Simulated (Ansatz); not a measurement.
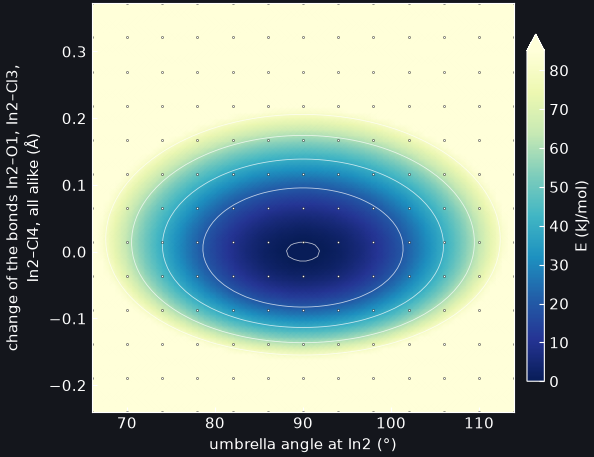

Cl₂HInO, SMILES [OH][In]([Cl])[Cl]. First axis: umbrella angle at In2 (between each of its bonds and their common axis; 90 is planar). Second axis: change of the bonds In2–O1, In2–Cl3, In2–Cl4, all alike. Nothing is relaxed (all other coordinates rigid). Grid: 13 × 13 points; 91 points were computed and 78 follow by symmetry. Points are written as (first, second). All energies are given in kJ/mol relative to the lowest grid point. All numbers below come from RKS PBE0-D4/def2-TZVP in Ansatz.

Drawn: a smooth colour map with a few white contour lines, dots at the grid points, one colour for all values above the top of the scale. Between grid points the surface is interpolated.

Estimate the position of the minimum and the force constants in these coordinates.

The interpolated minimum is at the first coordinate ≈ 90.0°, the second coordinate ≈ 0.000 Å. The curvatures there are about 11 eV/rad² and 54 eV/Å², with a cross term of about 0 eV/(rad·Å). Round the minimum the two coordinates are nearly uncoupled. (1 eV is 96.5 kJ/mol.)
